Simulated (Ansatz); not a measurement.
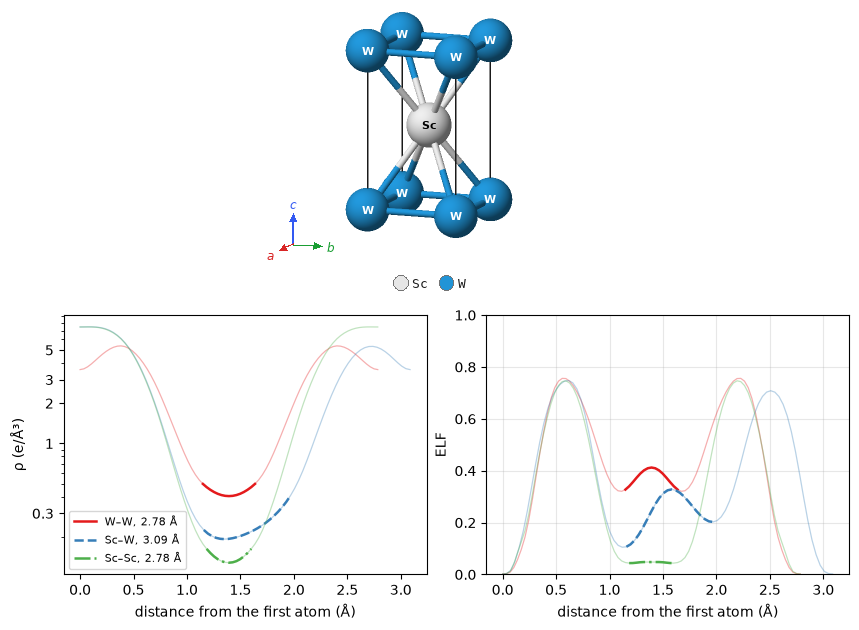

Figure 1: ScW. Valence charge density (pseudo) and electron localisation function along straight lines between neighbouring atoms. Thin, pale parts lie inside the atomic spheres. The structure is drawn too.

Space group P4/mmm; started from the CuAu (L1_0)_123 prototype, which need not be the ambient phase; computed without spin polarisation.

Method: DFT PBE, scalar-relativistic, plane waves, PAW in Ansatz 0.2.0.

Core electrons are frozen (PAW), and the valence fields are smoothed inside the atomic spheres.

Compare the contacts.

Answer. W–W (2.78 Å): ρ is about 0.4 e/Å³ halfway; the ELF is about 0.40 at the midpoint.
Sc–W (3.09 Å): ρ at the midpoint is about 0.21 e/Å³; the ELF is about 0.30 at the midpoint.
Sc–Sc (2.78 Å): the density is about 0.13 e/Å³ at the midpoint; the ELF is about 0.05 at the midpoint (no localised pair shows between them).
